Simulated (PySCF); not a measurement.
**H13NSi6 (SMILES [SiH3]N[SiH]1[SiH2][SiH2][SiH2][SiH2]1): density, localisation and related maps**

```xyz
20

Si    2.3162    0.4377    1.1062
N     2.0826    0.0075   -0.5625
Si    0.6597    0.2120   -1.5661
Si   -0.7971    1.8250   -0.6586
Si   -1.9197    0.7181    1.0996
Si   -1.3599   -1.5626    0.8339
Si   -0.6831   -1.7208   -1.4141
H     1.1363    1.2645    1.5035
H     2.3906   -0.7531    2.0099
H     3.5677    1.2318    1.3083
H     2.8078   -0.5762   -0.9742
H     1.0759    0.5367   -2.9673
H    -1.7889    2.1297   -1.7410
H    -0.1318    3.0969   -0.2377
H    -3.3999    0.8975    0.9621
H    -1.4974    1.2385    2.4373
H    -0.1867   -1.8807    1.7103
H    -2.4916   -2.4700    1.2000
H     0.0509   -2.9921   -1.7103
H    -1.8919   -1.6350   -2.2968
```

Geometry: PBE0-D3(BJ)/def2-SVP.

Method: PBE0/pcSseg-1, SCF density, gas phase, non-relativistic in PySCF.

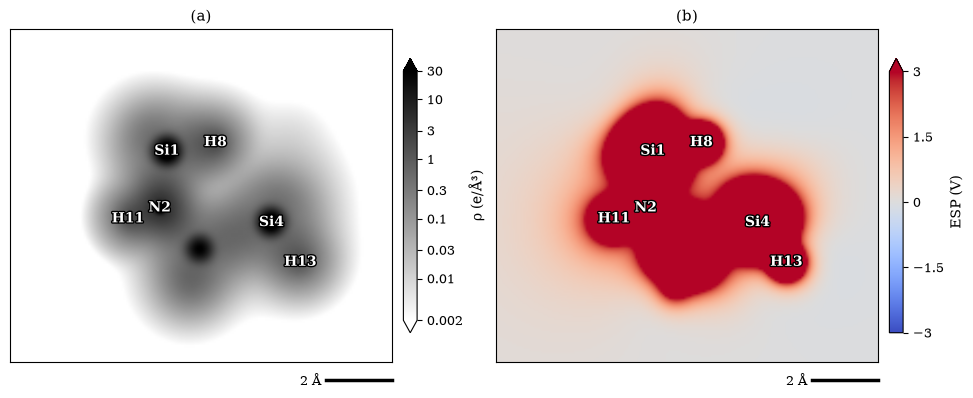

Figure 1. (a) electron density; (b) molecular electrostatic potential on the plane of atoms N2, Si1 and H8.

What does the map show?

- The section cuts through Si, N and H sites.
- Si–N (1.74 Å): ρ at the midpoint is about 1 e/Å³.
- N–H (1.02 Å): ρ is about 2.7 e/Å³ halfway.
- Si–H (1.49 Å): ρ at the midpoint is about 0.78 e/Å³.
- The potential has no marked negative region in this plane.

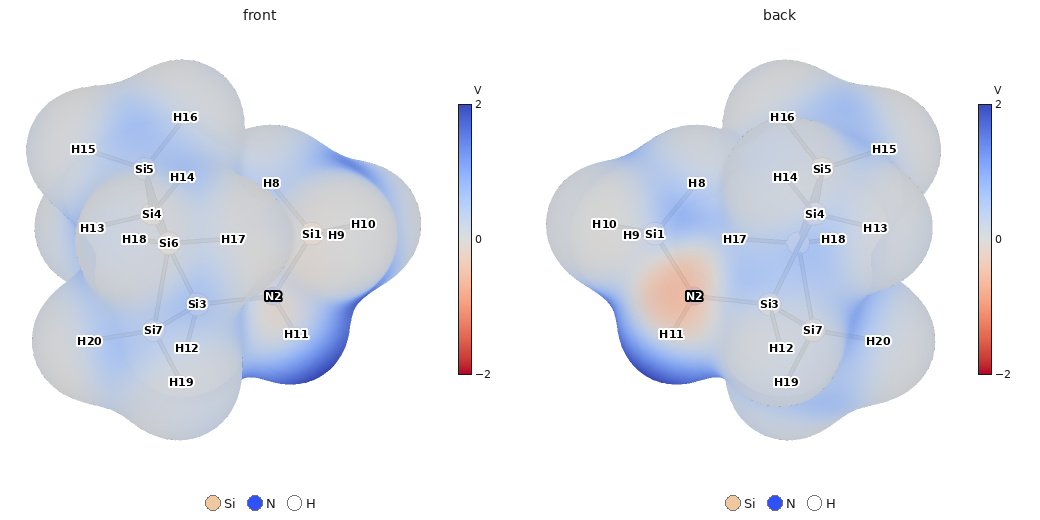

Figure 2. The electrostatic potential painted on the density surface at 0.002 e/bohr³, seen from the front and from behind; the colour scale runs from red (negative) to blue (positive).

Describe the electrostatic potential map.

The most negative region (about −0.5 V) lies over N2, the most positive (about +1.9 V) over H11.

How polar is the molecule by this calculation?

Its dipole moment is 1.18 D.
